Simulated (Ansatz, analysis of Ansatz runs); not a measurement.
# Migration barrier of interstitial H in bcc Nb, hop from a tetrahedral to the next tetrahedral site (LDA), part 2 of 2

How near does this set-up come to the measured migration barrier? Subject: interstitial H in bcc Nb, hop from a tetrahedral to the next tetrahedral site. Set-up: LDA, 32-site cell, LDA lattice, 420 eV, k: 4x4x4 Gamma-centred. The model is a cell of 32 host atoms with 1 H put in. The barrier is the energy of the highest image of a climbing band over the relaxed site that the atom leaves. A local or semilocal functional is the cheapest first rung.

Ansatz 0.2.0; LDA, 32-site cell, LDA lattice, 420 eV, k: 4x4x4 Gamma-centred.

So far: Starting point; Relaxation, charge 0.

## 3. Nudged elastic band

A band of images joins the two ends; its highest image climbs to the saddle, whose energy over the site left is the barrier.

This step: plane-wave PAW DFT, LDA; nudged elastic band between two relaxed defect structures at fixed charge.

Input file neb/input.yaml:

```yaml
crystal:
  lattice:
    - [0.0, 6.49331439, 6.49331439]
    - [6.49331439, 0.0, 6.49331439]
    - [6.49331439, 6.49331439, 0.0]
  atoms:
    - { symbol: Nb, position: [-0.000226425, -0.001221033, 0.001221033] }
    - { symbol: Nb, position: [0.124160616, 0.12278055, 0.12743762] }
    - { symbol: Nb, position: [0.250621215, 0.249160616, 0.24778055] }
    - { symbol: Nb, position: [0.376975117, 0.373024883, 0.366771092] }
    - { symbol: Nb, position: [-0.00221945, 0.00243762, 0.500621215] }
    - { symbol: Nb, position: [0.125010781, 0.123941608, 0.626295409] }
    - { symbol: Nb, position: [0.248024883, 0.241771092, 0.758228908] }
    - { symbol: Nb, position: [0.374770132, 0.375229868, 0.875280564] }
    - { symbol: Nb, position: [-0.001058392, 0.501295409, -0.000247797] }
    - { symbol: Nb, position: [0.124845615, 0.625154385, 0.124517983] }
    - { symbol: Nb, position: [0.250229868, 0.750280564, 0.249719436] }
    - { symbol: Nb, position: [0.376295409, 0.874752203, 0.375010781] }
    - { symbol: Nb, position: [-0.000280564, 0.499770132, 0.500229868] }
    - { symbol: Nb, position: [0.116771092, 0.633228908, 0.626975117] }
    - { symbol: Nb, position: [0.248704591, 0.751058392, 0.749989219] }
    - { symbol: Nb, position: [0.374378785, 0.87256238, 0.87721945] }
    - { symbol: Nb, position: [0.500154385, -0.000482017, 0.000482017] }
    - { symbol: Nb, position: [0.625226425, 0.124773575, 0.123778967] }
    - { symbol: Nb, position: [0.749752203, 0.250010781, 0.248941608] }
    - { symbol: Nb, position: [0.87743762, 0.375621215, 0.374160616] }
    - { symbol: Nb, position: [0.499989219, 0.000247797, 0.498704591] }
    - { symbol: Nb, position: [0.625280564, 0.124719436, 0.624770132] }
    - { symbol: Nb, position: [0.750482017, 0.249845615, 0.750154385] }
    - { symbol: Nb, position: [0.875247797, 0.373704591, 0.876058392] }
    - { symbol: Nb, position: [0.500839384, 0.499378785, -0.00243762] }
    - { symbol: Nb, position: [0.626058392, 0.624989219, 0.125247797] }
    - { symbol: Nb, position: [0.751221033, 0.750226425, 0.249773575] }
    - { symbol: Nb, position: [0.874517983, 0.875482017, 0.374845615] }
    - { symbol: Nb, position: [0.508228908, 0.501975117, 0.498024883] }
    - { symbol: Nb, position: [0.62721945, 0.625839384, 0.624378785] }
    - { symbol: Nb, position: [0.74756238, 0.75221945, 0.750839384] }
    - { symbol: Nb, position: [0.873778967, 0.876221033, 0.875226425] }
    - { symbol: H, position: [0.3125, 0.4375, 0.5625] }
basis:
  ecutwfc: 420
  xc_grid: 2
hamiltonian:
  xc: lda
kpoints:
  mp_grid: { grid: [4, 4, 4] }
scf:
  occupations: { method: methfessel_paxton, width: 0.1 }
  max_iter: 120
output:
  forces: true
neb:
  images: 3
  f_tol: 0.04
  climbing: true
  initial_path: idpp
  max_iterations: 45
  order_check: false
  final_atoms:
    - { symbol: Nb, position: [4.9636e-05, -0.000406861, 0.000406861] }
    - { symbol: Nb, position: [0.125825178, 0.122855976, 0.127362149] }
[... 1 atom line left out ...]
    - { symbol: Nb, position: [0.383432949, 0.373100221, 0.366695638] }
[... 2 atom lines left out ...]
    - { symbol: Nb, position: [0.252179124, 0.241846396, 0.758153604] }
    - { symbol: Nb, position: [0.375193225, 0.373779925, 0.875983] }
[... 2 atom lines left out ...]
    - { symbol: Nb, position: [0.24997419, 0.750355801, 0.249644199] }
[... 1 atom line left out ...]
    - { symbol: Nb, position: [-0.008025017, 0.502050538, 0.497949462] }
    - { symbol: Nb, position: [0.123228808, 0.633304362, 0.626899779] }
    - { symbol: Nb, position: [0.249582753, 0.752294783, 0.750763959] }
[... 5 atom lines left out ...]
    - { symbol: Nb, position: [0.501262345, 0.000323195, 0.498629167] }
    - { symbol: Nb, position: [0.62495615, 0.124017, 0.626220075] }
[... 1 atom line left out ...]
    - { symbol: Nb, position: [0.874923544, 0.375305155, 0.875205043] }
[... 4 atom lines left out ...]
    - { symbol: Nb, position: [0.500484388, 0.499845604, 0.500154396] }
[... 3 atom lines left out ...]
    - { symbol: H, position: [0.187703966, 0.437575379, 0.562424621] }
```

Command:

```
> ansatz run input.yaml --threads 4 --pin off --max-ram 14131MiB --backend cpu --events-out ev --progress --plain --runs-dir out
```

Numbers of over 12 decimals in the logs are rounded to 6 here.

What it wrote:

```text
[...]
Warning: neb: disabling space-group detection — the band's intermediate images generally break the endpoint symmetry, so no spatial operation reduces the k-mesh or symmetrises the density, except that a semilocal band can use its path's symmetry ahead of [...]
[...]
NEB image 0
Crystal: 33 atoms, lattice volume = 547.557 Å³
Basis set: ecut = 420 eV, 10777 PW (Γ), exchange–correlation on 128×128×128 points (8 copies of the dense FFT grid, shifted against one another)
Bands: 251, of which v1, the nominal top of the filled ones, is band 209 counted from 1 (208 counted from 0)
Symmetry: 1 space group operations
k-points: 36 of 64 (time reversal used)
[...]
SCF iter   1: F=—  HF=-142179.151571 eV  |F-HF|=—  |Δ(HF+E_count)|=         —  Δρ=6.52e-3  dr2=7.63e-2  ethr=1.77e-3  ⟨swp⟩=6.3  Hψ=35886  notcnv=0
[...]
SCF iter   6: F=-142179.126966 eV  HF=-142179.126966 eV  |F-HF|=7.28e-9  |Δ(HF+E_count)|=   1.09e-7  S|Δr|=    0.00e0  Δρ=1.69e-6  dr2=1.57e-8  ethr=2.40e-11  ⟨swp⟩=4.0  Hψ=27155  notcnv=0
SCF 1 converged in 6 iterations: F = -142179.126966 eV  dr2 = 1.57e-8
[...]
NSCF: frozen V_eff on 36 k-points
NEB image 4
SCF iter   1: F=—  HF=-142179.151501 eV  |F-HF|=—  |Δ(HF+E_count)|=         —  Δρ=6.52e-3  dr2=7.62e-2  ethr=1.77e-3  ⟨swp⟩=6.3  Hψ=35738  notcnv=0
[...]
SCF iter   6: F=-142179.126966 eV  HF=-142179.126966 eV  |F-HF|=7.83e-9  |Δ(HF+E_count)|=   1.15e-7  S|Δr|=    0.00e0  Δρ=1.71e-6  dr2=1.65e-8  ethr=2.40e-11  ⟨swp⟩=4.0  Hψ=27171  notcnv=0
SCF 2 converged in 6 iterations: F = -142179.126966 eV  dr2 = 1.65e-8
[...]
NEB end point (image 0): max|allowed force component| = 7.045e-3 eV/Å (the criterion of neb.relax_end_points is 1.000e-2)
NEB end point (image 4): max|allowed force component| = 7.034e-3 eV/Å (the criterion of neb.relax_end_points is 1.000e-2)
NEB image 1
SCF iter   1: F=—  HF=-142179.014968 eV  |F-HF|=—  |Δ(HF+E_count)|=         —  Δρ=6.59e-3  dr2=9.66e-2  ethr=1.77e-3  ⟨swp⟩=6.1  Hψ=35902  notcnv=0
[...]
SCF iter   6: F=-142178.988105 eV  HF=-142178.988105 eV  |F-HF|=1.36e-8  |Δ(HF+E_count)|=   1.62e-7  S|Δr|=    0.00e0  Δρ=1.97e-6  dr2=2.52e-8  ethr=2.40e-11  ⟨swp⟩=4.0  Hψ=27179  notcnv=0
SCF 3 converged in 6 iterations: F = -142178.988105 eV  dr2 = 2.52e-8
NEB image 2
SCF iter   1: F=—  HF=-142178.896487 eV  |F-HF|=—  |Δ(HF+E_count)|=         —  Δρ=6.63e-3  dr2=1.13e-1  ethr=1.77e-3  ⟨swp⟩=6.1  Hψ=36153  notcnv=0
[...]
SCF iter   6: F=-142178.868129 eV  HF=-142178.868129 eV  |F-HF|=1.74e-8  |Δ(HF+E_count)|=   1.87e-7  S|Δr|=    0.00e0  Δρ=2.25e-6  dr2=3.23e-8  ethr=2.40e-11  ⟨swp⟩=4.0  Hψ=27174  notcnv=0
SCF 4 converged in 6 iterations: F = -142178.868129 eV  dr2 = 3.23e-8
NEB image 3
SCF iter   1: F=—  HF=-142179.014880 eV  |F-HF|=—  |Δ(HF+E_count)|=         —  Δρ=6.59e-3  dr2=9.66e-2  ethr=1.77e-3  ⟨swp⟩=6.1  Hψ=35890  notcnv=0
[...]
SCF iter   6: F=-142178.988105 eV  HF=-142178.988105 eV  |F-HF|=1.39e-8  |Δ(HF+E_count)|=   1.67e-7  S|Δr|=    0.00e0  Δρ=1.97e-6  dr2=2.56e-8  ethr=2.40e-11  ⟨swp⟩=4.0  Hψ=27179  notcnv=0
SCF 5 converged in 6 iterations: F = -142178.988105 eV  dr2 = 2.56e-8
NEB iter   1: max|band force component| = 6.160e-1 eV/Å  barrier→ = 0.2588 eV  barrier← = 0.2588 eV  Δτ_max = 0.1644 Å  (30 SCF iters)
NEB image 1
[...]
SCF iter   6: F=-142178.950627 eV  HF=-142178.950627 eV  |F-HF|=1.50e-8  |Δ(HF+E_count)|=   1.01e-7  S|Δr|=    0.00e0  Δρ=2.83e-6  dr2=3.73e-8  ethr=2.40e-11  ⟨swp⟩=4.0  Hψ=27230  notcnv=0
SCF 6 converged in 6 iterations: F = -142178.950627 eV  dr2 = 3.73e-8
NEB image 2
[...]
SCF iter   1: F=—  HF=-142178.955659 eV  |F-HF|=—  |Δ(HF+E_count)|=         —  Δρ=1.07e-2  dr2=1.54e0  ethr=3.30e-4  ⟨swp⟩=1.3  Hψ=41400  notcnv=0
eigensolver tolerance schedule calibrated: the retry pair's looser diagonalisation under-reported the residual by θ = 0.11 (0.11/decade); [...]
SCF iter   2: F=—  HF=-142178.836392 eV  |F-HF|=—  |Δ(HF+E_count)|=   1.19e-1  S|Δr|=    0.00e0  Δρ=5.91e-3  dr2=4.05e-1  ethr=3.16e-4  ⟨swp⟩=1.0  Hψ=9036  notcnv=0
[...]
SCF iter   6: F=-142178.785664 eV  HF=-142178.785664 eV  |F-HF|=2.08e-8  |Δ(HF+E_count)|=   1.14e-7  S|Δr|=    0.00e0  Δρ=3.43e-6  dr2=5.40e-8  ethr=2.05e-11  ⟨swp⟩=4.0  Hψ=27255  notcnv=0
SCF 7 converged in 6 iterations: F = -142178.785664 eV  dr2 = 5.40e-8
NEB image 3
[...]
SCF iter   6: F=-142178.950626 eV  HF=-142178.950626 eV  |F-HF|=1.49e-8  |Δ(HF+E_count)|=   1.01e-7  S|Δr|=    0.00e0  Δρ=2.82e-6  dr2=3.71e-8  ethr=2.40e-11  ⟨swp⟩=4.0  Hψ=27226  notcnv=0
SCF 8 converged in 6 iterations: F = -142178.950626 eV  dr2 = 3.71e-8
NEB iter   2: max|band force component| = 1.306e0 eV/Å  barrier→ = 0.3413 eV  barrier← = 0.3413 eV  Δτ_max = 0.0828 Å  (18 SCF iters)
NEB image 1
[...]
SCF iter   6: F=-142179.062934 eV  HF=-142179.062934 eV  |F-HF|=6.69e-9  |Δ(HF+E_count)|=   5.31e-8  S|Δr|=    0.00e0  Δρ=2.00e-6  dr2=1.76e-8  ethr=2.40e-11  ⟨swp⟩=4.1  Hψ=27234  notcnv=0
SCF 9 converged in 6 iterations: F = -142179.062934 eV  dr2 = 1.76e-8
NEB image 2
[...]
SCF iter   6: F=-142178.979940 eV  HF=-142178.979940 eV  |F-HF|=7.25e-9  |Δ(HF+E_count)|=   3.55e-8  S|Δr|=    0.00e0  Δρ=2.29e-6  dr2=2.15e-8  ethr=2.40e-11  ⟨swp⟩=4.1  Hψ=27480  notcnv=0
SCF 10 converged in 6 iterations: F = -142178.979940 eV  dr2 = 2.15e-8
NEB image 3
[...]
SCF iter   6: F=-142179.062934 eV  HF=-142179.062934 eV  |F-HF|=6.58e-9  |Δ(HF+E_count)|=   5.47e-8  S|Δr|=    0.00e0  Δρ=1.99e-6  dr2=1.74e-8  ethr=2.40e-11  ⟨swp⟩=4.1  Hψ=27312  notcnv=0
SCF 11 converged in 6 iterations: F = -142179.062934 eV  dr2 = 1.74e-8
NEB iter   3: max|band force component| = 8.594e-2 eV/Å  barrier→ = 0.1470 eV  barrier← = 0.1470 eV  CI = image 2  Δτ_max = 0.0176 Å  (18 SCF iters)
NEB image 1
[...]
SCF iter   5: F=-142179.065649 eV  HF=-142179.065649 eV  |F-HF|=5.65e-9  |Δ(HF+E_count)|=   5.30e-9  S|Δr|=    0.00e0  Δρ=1.22e-6  dr2=9.27e-9  ethr=2.40e-11  ⟨swp⟩=4.0  Hψ=25684  notcnv=0
SCF 12 converged in 5 iterations: F = -142179.065649 eV  dr2 = 9.27e-9
NEB image 2
[...]
SCF iter   5: F=-142178.984842 eV  HF=-142178.984842 eV  |F-HF|=1.02e-8  |Δ(HF+E_count)|=   2.72e-8  S|Δr|=    0.00e0  Δρ=1.78e-6  dr2=1.79e-8  ethr=2.40e-11  ⟨swp⟩=4.0  Hψ=26837  notcnv=0
SCF 13 converged in 5 iterations: F = -142178.984842 eV  dr2 = 1.79e-8
NEB image 3
[...]
SCF iter   5: F=-142179.065649 eV  HF=-142179.065649 eV  |F-HF|=6.02e-9  |Δ(HF+E_count)|=   5.01e-9  S|Δr|=    0.00e0  Δρ=1.23e-6  dr2=9.67e-9  ethr=2.40e-11  ⟨swp⟩=4.0  Hψ=25714  notcnv=0
SCF 14 converged in 5 iterations: F = -142179.065649 eV  dr2 = 9.67e-9
NEB image 1
[...]
NEB image 3
[...]
NEB image 2
[...]
NEB iter   4: max|band force component| = 2.275e-2 eV/Å  barrier→ = 0.1421 eV  barrier← = 0.1421 eV  CI = image 2  Δτ_max = 0.0000 Å  (15 SCF iters)
SCF converged after 5 iterations
[...]
Free energy (F): -142178.984842 eV
[...]
Internal energy: -142178.978873 eV  (E = F + TS)
E sigma→0 (E₀):  -142178.983349 eV
Entropy (-TS):   -0.005968 eV (-0.181 meV/atom)
Fermi energy:    18.628847 eV
[...]
--- Forces (eV/Å), atoms counted from 1 ---
  atom   1  Nb    -0.00025152    -0.01052242    -0.01426503
  atom   2  Nb     0.01073761    -0.00002060     0.00002120
  [... 1 atom left out ...]
  atom   4  Nb    -0.00622495    -0.01434752     0.01434739
  [... 2 atoms left out ...]
  atom   7  Nb     0.00001780     0.02274837    -0.02274838
  atom   8  Nb     0.00339582    -0.00816367    -0.00185268
  [... 2 atoms left out ...]
  atom  11  Nb    -0.00001805    -0.00394851     0.00394882
  [... 1 atom left out ...]
  atom  13  Nb    -0.00025822     0.01712303     0.01040350
  atom  14  Nb    -0.00793960    -0.01119845     0.01119826
  [... 6 atoms left out ...]
  atom  21  Nb    -0.01024519     0.00894041    -0.00894144
  atom  22  Nb    -0.00367972    -0.00882337    -0.00207079
  [... 6 atoms left out ...]
  atom  29  Nb    -0.00025797    -0.01040400    -0.01712276
  [... 3 atoms left out ...]
  atom  33  H      0.01284237     0.02083986    -0.02084001
  max |Σ_I F_I| component: 2.02e-5 eV/Å
--- Band table (eV; the first three rows and the last of 36) ---
[...]
[... further k-points left out ...]
this run last wrote the band of iteration 4 to <dir>
--- NEB band (5 images, 4 band iterations, 81 SCF iterations) ---
  forward barrier  = 0.142124 eV
  backward barrier = 0.142125 eV
  lagrangian_above_aufbau_ev (what the smearing adds, to first order; not taken off the barriers): saddle image -0.003736 eV, end points -0.010491 and -0.010491 eV
  climbing image's point = of an order that was not read
  energies are F+E_penalty+E_count in eV, relative to image 0
  image     s (Å)  Δ vs image 0  max|band force component| (eV/Å)
      0    0.0000      0.000000                                 —
      1    0.3197      0.061317                          1.551e-2
  *   2    0.6394      0.142124                          2.275e-2
      3    0.9590      0.061317                          1.552e-2
      4    1.2787     -0.000000                                 —
  climbing-image geometry (image 2):
  cell:  # Å, volume = 547.5569 Å³
    - [0.0, 6.49331439, 6.49331439]
    - [6.49331439, 0.0, 6.49331439]
    - [6.49331439, 6.49331439, 0.0]
  atoms:
    - { symbol: Nb, position: [0.002523, -0.000967, 0.000969] }
    - { symbol: Nb, position: [0.124580, 0.123327, 0.127716] }
    - { symbol: Nb, position: [0.252728, 0.247491, 0.246998] }
    - { symbol: Nb, position: [0.387077, 0.366672, 0.359377] }
    - { symbol: Nb, position: [-0.003283, 0.005197, 0.501572] }
    - { symbol: Nb, position: [0.126468, 0.125469, 0.624718] }
    - { symbol: Nb, position: [0.250101, 0.244497, 0.755505] }
    - { symbol: Nb, position: [0.373716, 0.375296, 0.874533] }
    - { symbol: Nb, position: [-0.002590, 0.501946, 0.003438] }
    - { symbol: Nb, position: [0.124925, 0.623954, 0.126975] }
    - { symbol: Nb, position: [0.250102, 0.749718, 0.250283] }
    - { symbol: Nb, position: [0.375287, 0.873024, 0.376037] }
    - { symbol: Nb, position: [0.002861, 0.499080, 0.500931] }
    - { symbol: Nb, position: [0.113092, 0.640688, 0.633332] }
    - { symbol: Nb, position: [0.247492, 0.753003, 0.752503] }
    - { symbol: Nb, position: [0.375631, 0.872270, 0.876672] }
    - { symbol: Nb, position: [0.497679, -0.000967, 0.000969] }
    - { symbol: Nb, position: [0.629165, 0.120427, 0.121448] }
    - { symbol: Nb, position: [0.752987, 0.247491, 0.246998] }
    - { symbol: Nb, position: [0.874200, 0.375099, 0.376705] }
    - { symbol: Nb, position: [0.502797, -0.003433, 0.498043] }
    - { symbol: Nb, position: [0.623549, 0.125469, 0.624718] }
    - { symbol: Nb, position: [0.750091, 0.251167, 0.748856] }
    - { symbol: Nb, position: [0.876659, 0.375296, 0.874533] }
    - { symbol: Nb, position: [0.503485, 0.498398, -0.005164] }
    - { symbol: Nb, position: [0.624350, 0.623954, 0.126975] }
    - { symbol: Nb, position: [0.750107, 0.746025, 0.253964] }
    - { symbol: Nb, position: [0.875856, 0.873024, 0.376037] }
    - { symbol: Nb, position: [0.497333, 0.499080, 0.500931] }
    - { symbol: Nb, position: [0.626003, 0.623305, 0.624893] }
    - { symbol: Nb, position: [0.747206, 0.753003, 0.752503] }
    - { symbol: Nb, position: [0.871037, 0.878571, 0.879559] }
    - { symbol: H, position: [0.250152, 0.452168, 0.547732] }
```

The job ended after 43 min (4 threads of Arm Neoverse V1, shared host; peak memory 10 GiB; 2.8 h of CPU time).

The column dr2 measures how far the density is from self-consistency, as an energy; F and HF (Harris–Foulkes) agree once it is small.

The path, image by image:

| image | path (Å) | energy (eV) | H33: x, y, z (Å) |
| --- | --- | --- | --- |
| 0 | 0.000 | 0.0000 | 6.493, 5.682, 4.870 |
| 1 | 0.320 | 0.0613 | 6.493, 5.424, 4.762 |
| 2 | 0.639 | 0.1421 | 6.493, 5.181, 4.560 |
| 3 | 0.959 | 0.0613 | 6.493, 4.979, 4.318 |
| 4 | 1.279 | 0.0000 | 6.493, 4.871, 4.060 |

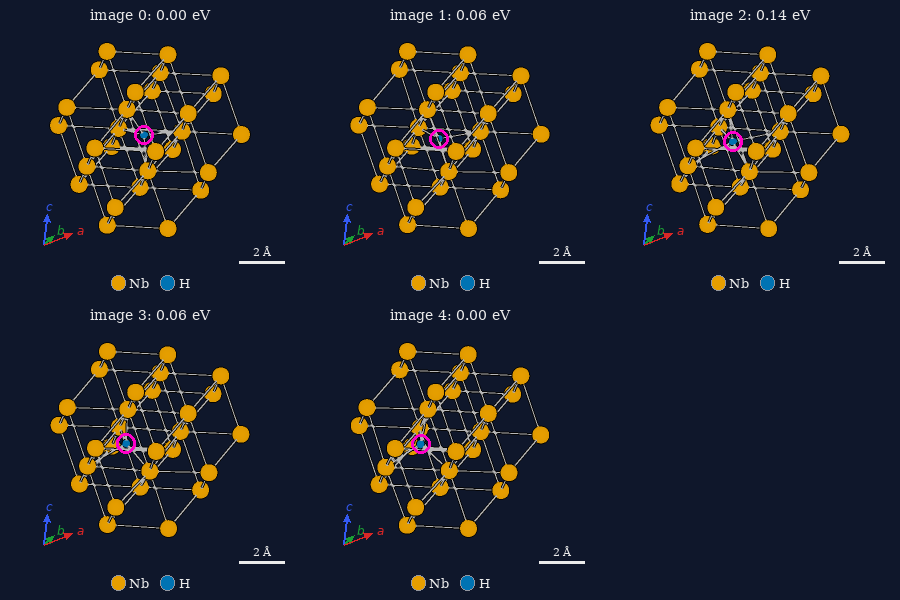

Images along the path; H33 is ringed.

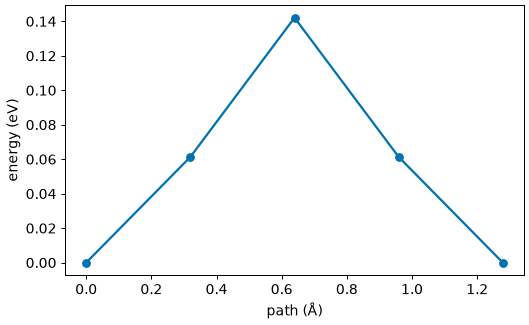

Energy along the path.

This step gave:

```
free energy      : -142178.9848 eV
smearing term TS : 0.005968 eV
barrier forward  : 0.1421 eV
barrier backward : 0.1421 eV
```

## 4. Outcome

```json
{"migration barrier (saddle less minimum)": "0.14 eV", "energy difference of the two ends": "0.00 eV", "length of the hop": "1.15 Å", "time of the whole chain": "52 min on 4 threads"}
```

**Reading.** Migration barrier: computed 0.14 eV, measured 0.098 eV and 0.068 eV; 0.04 eV above the nearest measurement. The measured number is an Arrhenius activation energy of long-range diffusion; for H it holds zero-point energy and, in bcc metals near room temperature, tunnelling. One hop between neighbouring sites is computed at the host's lattice.

[Logs are printed without paths, hosts, clocks, repeated set-up lines and the standing remarks that a program may print on its own settings, such as how far it seeks lower states.]

[Hosts, paths, dates, database ids (printed as entryN), source tags and the programs' standing remarks are cut or masked in the printed files.]

[For some hosts the program warned that the k-mesh of the response run may be too coarse for force constants and the static dielectric constant; such warnings are not shown here.]
